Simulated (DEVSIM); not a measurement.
System: Ti/Si3N4/p-In0.53Ga0.47As capacitor, at 300 K.

```
layer (left to right)        material  thickness (nm)  Na (cm⁻³)
---------------------  --------------  --------------  ---------
1                               Si3N4            20.0          -
2                      In0.53Ga0.47As           11000     2.7e15
```

Metal gate on the left, work function 4.33 eV. Fixed charge at the semiconductor interface -2.72e11 cm⁻² (in units of +e); interface traps 4.4e11 cm⁻² eV⁻¹, uniform in energy, neutral level at 0.3 of the gap above the valence band.

This is a model device: material constants are rounded textbook-type values typed into the input, and sizes, dopings and lifetimes were drawn at random. Values at 300 K.

| parameter | Si3N4 | In0.53Ga0.47As |
|---|---|---|
| gap (eV) | 5.1 | 0.74 |
| affinity (eV) | 2.1 | 4.51 |
| permittivity | 7.5 | 13.9 |
| Nc (cm⁻³) | - | 2.1e17 |
| Nv (cm⁻³) | - | 7.7e18 |

Model (solved in DEVSIM): 1D Poisson equation in equilibrium, Boltzmann statistics, complete ionisation; no quantum confinement or tunnelling. Metal contacts follow the ideal Schottky-Mott rule: no Fermi-level pinning, no interface dipoles.

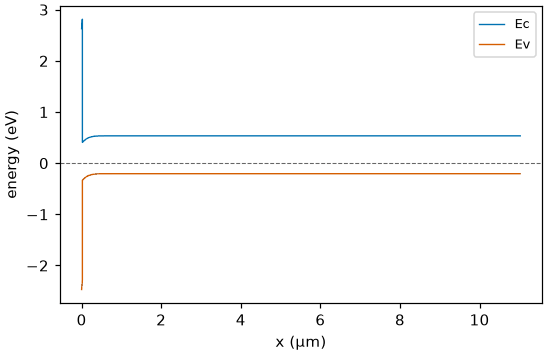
*Band edges at -0.4 V on the gate*

Energies count from the Fermi level of the right contact; mesh points crowd at the junctions.

```csv
x (μm),Ec (eV),Ev (eV),n (cm⁻³),p (cm⁻³),field (V/cm)
0.000,2.630,-2.470,< 1e2,< 1e2,93000
0.001726,2.646,-2.454,< 1e2,< 1e2,93000
0.005713,2.683,-2.417,< 1e2,< 1e2,93000
0.01341,2.755,-2.345,< 1e2,< 1e2,93000
0.01870,2.804,-2.296,< 1e2,< 1e2,93000
0.02021,0.407,-0.333,3.1e10,1.9e13,8500
0.02239,0.408,-0.332,2.9e10,2.1e13,8400
0.03171,0.416,-0.324,2.2e10,2.8e13,8100
0.05209,0.432,-0.308,1.2e10,5.1e13,7400
0.1047,0.466,-0.274,3.1e9,1.9e14,5600
0.2407,0.515,-0.225,4.7e8,1.3e15,2000
0.7965,0.534,-0.206,2.2e8,2.7e15,≈ 0
2.028,0.534,-0.206,2.2e8,2.7e15,≈ 0
5.208,0.534,-0.206,2.2e8,2.7e15,≈ 0
9.341,0.534,-0.206,2.2e8,2.7e15,≈ 0
10.37,0.534,-0.206,2.2e8,2.7e15,≈ 0
10.77,0.534,-0.206,2.2e8,2.7e15,≈ 0
10.92,0.534,-0.206,2.2e8,2.7e15,≈ 0
10.99,0.534,-0.206,2.2e8,2.7e15,≈ 0
11.01,0.534,-0.206,2.2e8,2.7e15,≈ 0
11.02,0.534,-0.206,2.2e8,2.7e15,≈ 0
11.02,0.534,-0.206,2.2e8,2.7e15,≈ 0
```
